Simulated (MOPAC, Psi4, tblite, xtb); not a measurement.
Two rigid molecules brought together: H4Si ··· CS2 (SMILES [SiH4] and S=C=S). Monomers: optimised at B3LYP-D3(BJ) (def2-TZVP), held rigid. Orientation: lowest of the rigid-body minima from ten starts at GFN2-xTB. R is the distance of the centres of mass, along which the second monomer moves.

Geometry at R = 3.75 Å (first 5 atoms: monomer A):
```
8

Si     0.0000     0.0000     0.0000
H     -0.1838    -1.1169    -0.9540
H     -0.7346     1.1899    -0.4859
H      1.4407     0.3213     0.1120
H     -0.5224    -0.3942     1.3278
S     -1.4720     0.4733    -3.9537
C      0.0277     0.7590    -3.6704
S      1.5273     1.0447    -3.3870
```

- B3LYP/def2-TZVP, counterpoise-corrected (Psi4)
- AM1, restricted, heats of formation (MOPAC)
- SCS-MP2/aug-cc-pVDZ = Psi4 1.11 with DF-SCS-MP2/aug-cc-pVDZ, frozen core, counterpoise-corrected
- GFN2-xTB (tblite)
- GFN1-xTB (xtb)

Interaction energies in kcal/mol (negative: bound); R is the distance of the centres of mass, d the H3···C7 distance.

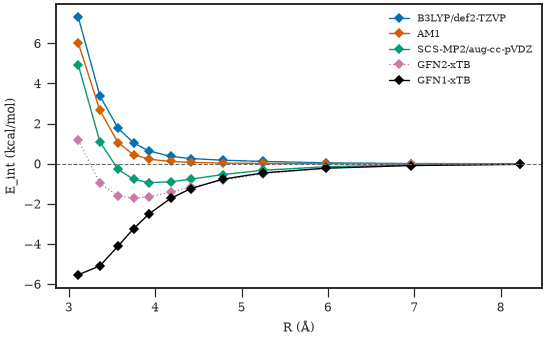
Fig. 1. Interaction energy against separation.

| R / Å | d / Å | B3LYP/def2-TZVP | AM1 | SCS-MP2/aug-cc-pVDZ | GFN2-xTB | GFN1-xTB |
|---|---|---|---|---|---|---|
| 3.11 | 2.73 | 7.31 | 6.02 | 4.92 | 1.18 | -5.53 |
| 3.36 | 2.95 | 3.39 | 2.66 | 1.10 | -0.97 | -5.10 |
| 3.57 | 3.14 | 1.77 | 1.05 | -0.28 | -1.60 | -4.11 |
| 3.75 | 3.30 | 1.04 | 0.45 | -0.78 | -1.72 | -3.24 |
| 3.93 | 3.47 | 0.64 | 0.22 | -0.94 | -1.65 | -2.50 |
| 4.18 | 3.70 | 0.37 | 0.11 | -0.90 | -1.41 | -1.73 |
| 4.41 | 3.92 | 0.26 | 0.07 | -0.77 | -1.17 | -1.24 |
| 4.78 | 4.27 | 0.18 | 0.03 | -0.54 | -0.82 | -0.77 |
| 5.25 | 4.72 | 0.11 | 0.01 | -0.33 | -0.50 | -0.46 |
| 5.98 | 5.42 | 0.04 | 0.01 | -0.15 | -0.22 | -0.22 |
| 6.96 | 6.38 | 0.01 | 0.00 | -0.06 | -0.07 | -0.09 |
| 8.22 | 7.62 | 0.00 | 0.00 | -0.02 | -0.01 | -0.03 |

Lowest grid point: B3LYP/def2-TZVP 0.00 kcal/mol at R = 8.22 Å; AM1 0.00 kcal/mol at R = 8.22 Å; SCS-MP2/aug-cc-pVDZ -0.94 kcal/mol at R = 3.93 Å; GFN2-xTB -1.72 kcal/mol at R = 3.75 Å; GFN1-xTB -5.53 kcal/mol at R = 3.11 Å.
